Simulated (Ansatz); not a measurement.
# C2H5BO: two geometries relaxed

Aim: relax the geometries before and after the shift of H5 from B1 to C2, and see whether they are two minima and how far apart in energy. SMILES of the start: BC(C)=O.

Program: Ansatz 0.2.0. Level of theory: RKS B3LYP-D4/def2-SVPD. These are calculated values, not measurements.

## (1) The starting structure

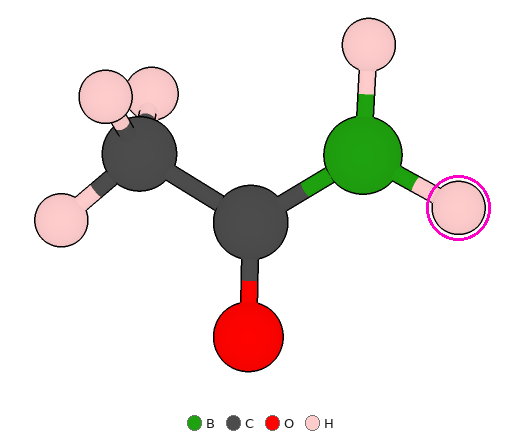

Start, viewed from a chosen angle; boron green, carbon dark grey, oxygen red, hydrogen pink. Ringed: H5.

Coordinates:

```xyz
9

B    -0.7532    0.9995   -0.6885
C     0.2266   -0.1242   -0.5388
C     0.4347   -0.7385    0.7913
O     0.9157   -0.5128   -1.5186
H    -0.9850    1.5238   -1.7788
H    -1.4006    1.4595    0.2355
H    -0.4520   -1.1720    1.1951
H     1.2660   -1.5303    0.7284
H     0.8364    0.0487    1.5573
```

## (2) End point A

Input file input.yaml:

```yaml
crystal:
  periodic: [false, false, false]
  atoms:
    - { symbol: B, position_ang: [-0.7532, 0.9995, -0.6885] }
    - { symbol: C, position_ang: [0.2266, -0.1242, -0.5388] }
    - { symbol: C, position_ang: [0.4347, -0.7385, 0.7913] }
    - { symbol: O, position_ang: [0.9157, -0.5128, -1.5186] }
    - { symbol: H, position_ang: [-0.985, 1.5238, -1.7788] }
    - { symbol: H, position_ang: [-1.4006, 1.4595, 0.2355] }
    - { symbol: H, position_ang: [-0.452, -1.172, 1.1951] }
    - { symbol: H, position_ang: [1.266, -1.5303, 0.7284] }
    - { symbol: H, position_ang: [0.8364, 0.0487, 1.5573] }
basis:
  gaussian: { orbitals: def2-SVPD }
hamiltonian:
  xc: b3lyp
  dispersion: d4
relax:
  f_tol: 0.02
  max_steps: 50
```

Run with:

```
ansatz run input.yaml --threads 2 --pin off --max-ram 3072MiB --backend cpu --events-out ev --progress --plain --runs-dir out
```

The program printed, shortened:

```text
Warning: RAYON_NUM_THREADS=2 ignored (pool sized by the plan → 2); use --threads N
[...]
Functional definition: B3LYP
[...]
1002 factors; their error is unknown
[...]
mean field -4874.01085424 eV, -179.1165951701 hartree, gradient 4.4e-5 eV, S^2 0.000000; 0 other end points of the search recorded, 0 dependent functions left out
[...]
reference -4874.01112605 eV, -179.1166051590 hartree; 15, 15 occupied and 108, 108 virtual orbitals, 1002 factors
relax step   1: F+E_penalty+E_count = -4874.21995195 eV  Δ(F+E_penalty+E_count) = +0.000e0 eV  max|allowed force component| = 3.365e0 eV/Å  Δτ_max = 0.0000 Å  (32 SCF iters, accepted)
[...]
relax step   4: F+E_penalty+E_count = -4874.58379415 eV  Δ(F+E_penalty+E_count) = -4.849e-2 eV  max|allowed force component| = 5.151e-1 eV/Å  Δτ_max = 0.2000 Å  (39 SCF iters, accepted)
[...]
relax step   7: F+E_penalty+E_count = -4874.73385767 eV  Δ(F+E_penalty+E_count) = -3.810e-2 eV  max|allowed force component| = 5.065e-1 eV/Å  Δτ_max = 0.1950 Å  (38 SCF iters, accepted)
[...]
relax step  10: F+E_penalty+E_count = -4874.85333912 eV  Δ(F+E_penalty+E_count) = -2.584e-2 eV  max|allowed force component| = 2.666e-1 eV/Å  Δτ_max = 0.2000 Å  (34 SCF iters, accepted)
[...]
relax step  11: F+E_penalty+E_count = -4874.85381023 eV  Δ(F+E_penalty+E_count) = -4.711e-4 eV  max|allowed force component| = 6.084e-1 eV/Å  Δτ_max = 0.1956 Å  (38 SCF iters, accepted)
[...]
relax step  12: F+E_penalty+E_count = -4874.87070179 eV  Δ(F+E_penalty+E_count) = -1.689e-2 eV  max|allowed force component| = 4.439e-1 eV/Å  Δτ_max = 0.0440 Å  (33 SCF iters, accepted)
[...]
1002 factors; their error is unknown
```

## (3) The output, continued: end point A relaxed

The log, continued, shortened:

```text
mean field -4874.67667619 eV, -179.1410636756 hartree, gradient 8.7e-6 eV, S^2 0.000000; 0 other end points of the search recorded, 0 dependent functions left out
[...]
reference -4874.67694456 eV, -179.1410735379 hartree; 15, 15 occupied and 108, 108 virtual orbitals, 1002 factors
relax step  13: F+E_penalty+E_count = -4874.88235557 eV  Δ(F+E_penalty+E_count) = -1.165e-2 eV  max|allowed force component| = 2.894e-1 eV/Å  Δτ_max = 0.0513 Å  (33 SCF iters, accepted)
[...]
relax step  15: F+E_penalty+E_count = -4874.89742828 eV  Δ(F+E_penalty+E_count) = -3.094e-3 eV  max|allowed force component| = 7.841e-2 eV/Å  Δτ_max = 0.0275 Å  (31 SCF iters, accepted)
[...]
relax step  17: F+E_penalty+E_count = -4874.89985044 eV  Δ(F+E_penalty+E_count) = -1.061e-3 eV  max|allowed force component| = 1.965e-2 eV/Å  Δτ_max = 0.0395 Å  (32 SCF iters, accepted)
[...]
Total energy: -4874.90060112 eV, -179.1492927647 hartree
Atom 0 at    -0.773919     1.119330    -0.728960 Å, force     0.001213    -0.002147    -0.003827 eV/Å
Atom 1 at     0.233155     0.018029    -0.309662 Å, force     0.005726     0.010302     0.002382 eV/Å
Atom 2 at     0.447418    -0.919840     0.828992 Å, force    -0.003304    -0.004642     0.003345 eV/Å
Atom 3 at     0.969761     0.087987    -1.296693 Å, force    -0.001722    -0.003154     0.000956 eV/Å
Atom 4 at    -1.698903     0.821847    -1.433208 Å, force    -0.001614     0.000055     0.001359 eV/Å
Atom 5 at    -0.530547     2.262008    -0.454428 Å, force    -0.000752    -0.000659     0.000165 eV/Å
Atom 6 at    -0.443628    -1.556897     0.946618 Å, force     0.001521     0.000096    -0.000053 eV/Å
Atom 7 at     1.340445    -1.538123     0.669110 Å, force    -0.000899     0.001470    -0.001480 eV/Å
Atom 8 at     0.544818    -0.340639     1.761132 Å, force    -0.000169    -0.001322    -0.002848 eV/Å
Dipole moment:    -0.191429    -0.197629     0.523500 e Å
```

Wall time 55 s (2 threads of Arm Neoverse V1, shared host); peak memory 0.22 GiB.

The steps of the relaxation:

```csv
step,energy from step 1 (eV),largest force component (eV/Å)
1,0.0000,3.3648
2,-0.3135,1.4278
3,-0.3154,0.9801
4,-0.3638,0.5151
5,-0.3974,0.6116
6,-0.4758,0.2382
7,-0.5139,0.5065
8,-0.5389,0.6222
9,-0.6075,0.3479
10,-0.6334,0.2666
11,-0.6339,0.6084
12,-0.6507,0.4439
13,-0.6624,0.2894
14,-0.6744,0.1984
15,-0.6775,0.0784
16,-0.6788,0.0514
17,-0.6799,0.0197
18,-0.6801,0.0537
19,-0.6801,0.0453
20,-0.6803,0.0236
21,-0.6804,0.0103
```

Step 1 is the start.

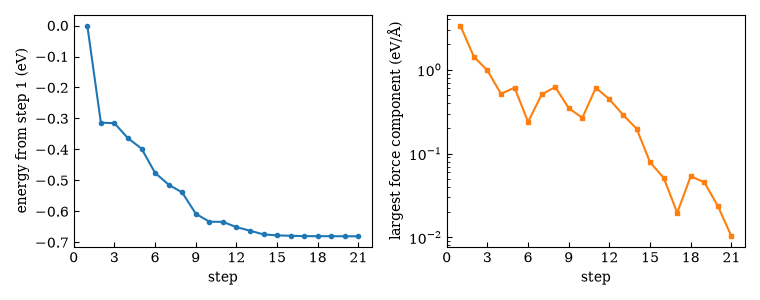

Energy and largest force along the relaxation.

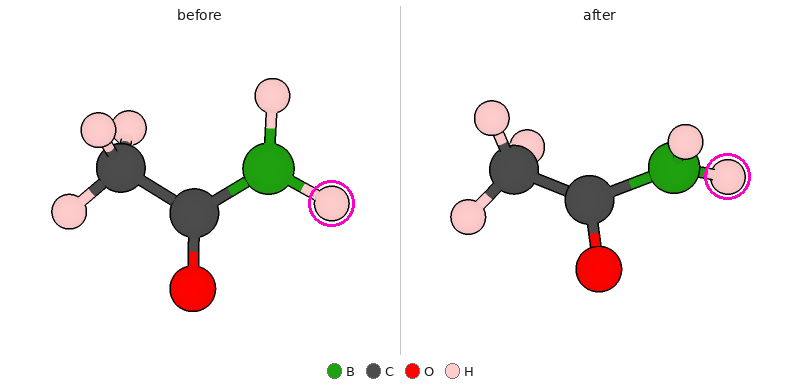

The structure before (left) and after (right), drawn at the same scale.

After: Bond lengths: B1–C2 1.550 Å, C2–C3 1.491 Å, C2–O4 1.234 Å, B1–H5 1.200 Å, B1–H6 1.200 Å, C3–H7 1.102 Å, C3–H8 1.098 Å, C3–H9 1.102 Å. Angles: B1–C2–C3 138.3°, B1–C2–O4 97.5°, C3–C2–O4 124.1°, C2–B1–H5 118.9°, C2–B1–H6 118.9°, H5–B1–H6 121.8°, C2–C3–H7 109.2°, C2–C3–H8 111.1°, C2–C3–H9 109.2°, H7–C3–H8 110.4°, H7–C3–H9 106.6°, H8–C3–H9 110.3°.

## (4) Relaxing end B

The second end starts from a geometry with the move made by hand.

Changes to input.yaml since step 2:

```diff
@@ -7,3 +7,3 @@
     - { symbol: O, position_ang: [0.9157, -0.5128, -1.5186] }
-    - { symbol: H, position_ang: [-0.985, 1.5238, -1.7788] }
+    - { symbol: H, position_ang: [-0.6439, -0.30991, -1.16796] }
     - { symbol: H, position_ang: [-1.4006, 1.4595, 0.2355] }
@@ -20 +20,3 @@
   max_steps: 50
+output:
+  orbitals: {}
```

Run with:

```
ansatz run input.yaml --threads 2 --pin off --max-ram 3072MiB --backend cpu --events-out ev --progress --plain --runs-dir out
```

The program printed, shortened:

```text
Warning: RAYON_NUM_THREADS=2 ignored (pool sized by the plan → 2); use --threads N
[...]
[... 1 set-up line as earlier in the session ...]
[...]
1002 factors; their error is unknown
[...]
mean field -4869.74512527 eV, -178.9598325220 hartree, gradient 8.0e-5 eV, S^2 0.000000; 0 other end points of the search recorded, 0 dependent functions left out
[...]
reference -4869.74538451 eV, -178.9598420489 hartree; 15, 15 occupied and 108, 108 virtual orbitals, 1002 factors
relax step   1: F+E_penalty+E_count = -4869.95400686 eV  Δ(F+E_penalty+E_count) = +0.000e0 eV  max|allowed force component| = 5.914e0 eV/Å  Δτ_max = 0.0000 Å  (37 SCF iters, accepted)
[...]
relax step   4: F+E_penalty+E_count = -4873.47717529 eV  Δ(F+E_penalty+E_count) = -8.596e-1 eV  max|allowed force component| = 2.227e0 eV/Å  Δτ_max = 0.1929 Å  (40 SCF iters, accepted)
[...]
relax step   7: F+E_penalty+E_count = -4874.63886770 eV  Δ(F+E_penalty+E_count) = -2.418e-1 eV  max|allowed force component| = 7.734e-1 eV/Å  Δτ_max = 0.1999 Å  (39 SCF iters, accepted)
[...]
relax step  10: F+E_penalty+E_count = -4874.83185005 eV  Δ(F+E_penalty+E_count) = -3.126e-2 eV  max|allowed force component| = 4.669e-1 eV/Å  Δτ_max = 0.0738 Å  (34 SCF iters, accepted)
[...]
relax step  13: F+E_penalty+E_count = -4874.88867530 eV  Δ(F+E_penalty+E_count) = -9.821e-3 eV  max|allowed force component| = 2.335e-1 eV/Å  Δτ_max = 0.0692 Å  (32 SCF iters, accepted)
[...]
relax step  14: F+E_penalty+E_count = -4874.89400141 eV  Δ(F+E_penalty+E_count) = -5.326e-3 eV  max|allowed force component| = 1.334e-1 eV/Å  Δτ_max = 0.0524 Å  (31 SCF iters, accepted)
[...]
1002 factors; their error is unknown
mean field -4874.69136506 eV, -179.1416034815 hartree, gradient 1.9e-5 eV, S^2 0.000000; 0 other end points of the search recorded, 0 dependent functions left out
[...]
reference -4874.69163183 eV, -179.1416132852 hartree; 15, 15 occupied and 108, 108 virtual orbitals, 1002 factors
```

## (5) The output, continued: end point B relaxed

Output, continued, shortened:

```text
relax step  15: F+E_penalty+E_count = -4874.89626568 eV  Δ(F+E_penalty+E_count) = -2.264e-3 eV  max|allowed force component| = 5.959e-2 eV/Å  Δτ_max = 0.0385 Å  (32 SCF iters, accepted)
[...]
relax step  17: F+E_penalty+E_count = -4874.89843935 eV  Δ(F+E_penalty+E_count) = -9.622e-4 eV  max|allowed force component| = 1.026e-1 eV/Å  Δτ_max = 0.0549 Å  (32 SCF iters, accepted)
[...]
relax step  19: F+E_penalty+E_count = -4874.89970180 eV  Δ(F+E_penalty+E_count) = -9.913e-4 eV  max|allowed force component| = 1.137e-1 eV/Å  Δτ_max = 0.0240 Å  (33 SCF iters, accepted)
[...]
relax step  21: F+E_penalty+E_count = -4874.90024384 eV  Δ(F+E_penalty+E_count) = -2.363e-4 eV  max|allowed force component| = 2.932e-2 eV/Å  Δτ_max = 0.0145 Å  (32 SCF iters, accepted)
[...]
Total energy: -4874.90061536 eV, -179.1492932883 hartree
Atom 0 at    -0.970526     0.654165    -0.725496 Å, force     0.001861     0.001052     0.002420 eV/Å
Atom 1 at     0.239753    -0.196803    -0.262842 Å, force    -0.004042    -0.001488     0.010013 eV/Å
Atom 2 at     0.698695    -0.904743     0.966391 Å, force    -0.002423    -0.003169    -0.003014 eV/Å
Atom 3 at     0.873046    -0.167171    -1.320855 Å, force     0.004517     0.000436    -0.008322 eV/Å
Atom 4 at    -1.885231     0.108537    -1.278350 Å, force    -0.001089    -0.000076    -0.000967 eV/Å
Atom 5 at    -0.904507     1.849616    -0.642700 Å, force    -0.000085    -0.001617    -0.000469 eV/Å
Atom 6 at    -0.059467    -1.647861     1.261050 Å, force     0.002992     0.003237    -0.001107 eV/Å
Atom 7 at     1.668004    -1.393235     0.801376 Å, force    -0.001782     0.001408     0.001314 eV/Å
Atom 8 at     0.769932    -0.182515     1.795166 Å, force     0.000051     0.000217     0.000134 eV/Å
Dipole moment:    -0.113292    -0.141570     0.562385 e Å
```

It took 62 s on 2 threads of Arm Neoverse V1, shared host; peak memory 0.23 GiB.

Relaxation path:

```csv
step,energy from step 1 (eV),largest force component (eV/Å)
1,0.0000,5.9138
2,-1.3806,4.0895
3,-2.6636,3.3889
4,-3.5232,2.2267
5,-4.0804,1.3862
6,-4.4431,1.1432
7,-4.6849,0.7734
8,-4.8058,0.5860
9,-4.8466,0.4415
10,-4.8778,0.4669
11,-4.9043,0.3489
12,-4.9248,0.3254
13,-4.9347,0.2335
14,-4.9400,0.1334
15,-4.9423,0.0596
16,-4.9435,0.0421
17,-4.9444,0.1026
18,-4.9447,0.1521
19,-4.9457,0.1137
20,-4.9460,0.0741
21,-4.9462,0.0293
22,-4.9463,0.0376
23,-4.9463,0.0211
24,-4.9463,0.0100
```

Step 1 is the start.

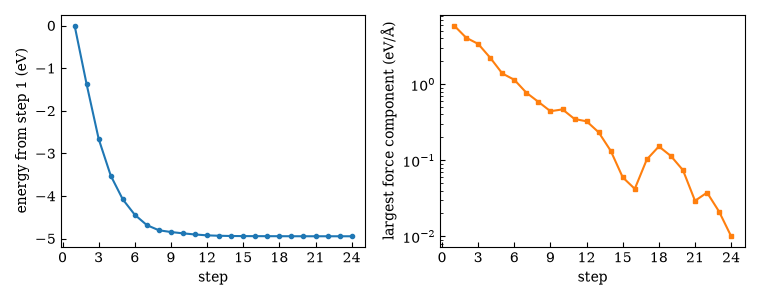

How energy and force went from step to step.

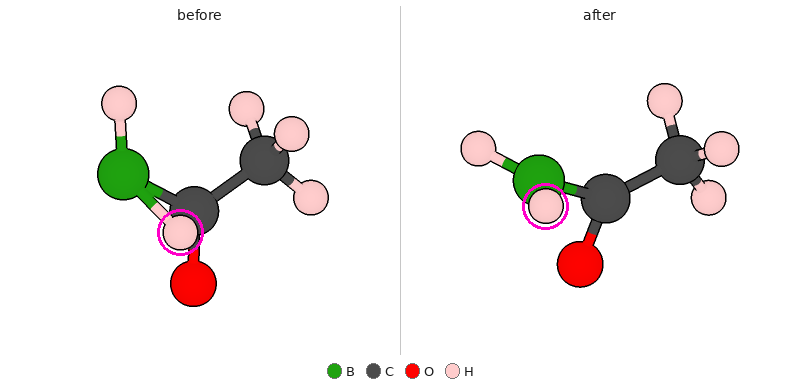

The structure before (left) and after (right), drawn at the same scale.

After: Bond lengths: B1–C2 1.550 Å, C2–C3 1.491 Å, C2–O4 1.233 Å, B1–H5 1.200 Å, B1–H6 1.200 Å, C3–H7 1.102 Å, C3–H8 1.098 Å, C3–H9 1.102 Å. Angles: B1–C2–C3 138.3°, B1–C2–O4 97.6°, C3–C2–O4 124.1°, C2–B1–H5 118.9°, C2–B1–H6 118.9°, H5–B1–H6 121.8°, C2–C3–H7 109.2°, C2–C3–H8 111.0°, C2–C3–H9 109.2°, H7–C3–H8 110.3°, H7–C3–H9 106.6°, H8–C3–H9 110.3°.

Pairs that crossed the distance rule for bonds on the way: came closer B1–H5; moved apart C2–H5.

## (6) Outcome

| quantity | value |
| --- | --- |
| end A | 20 moves, 0.680 eV lower |
| end B | 23 moves, 4.946 eV lower |
| largest difference between the ends | 0.00 Å |
| end B relative to end A | -0.000 eV |

**Reading.** The two relaxations end at one structure, within 0.00 Å: no second minimum was found from this start, which doesn't rule one out.
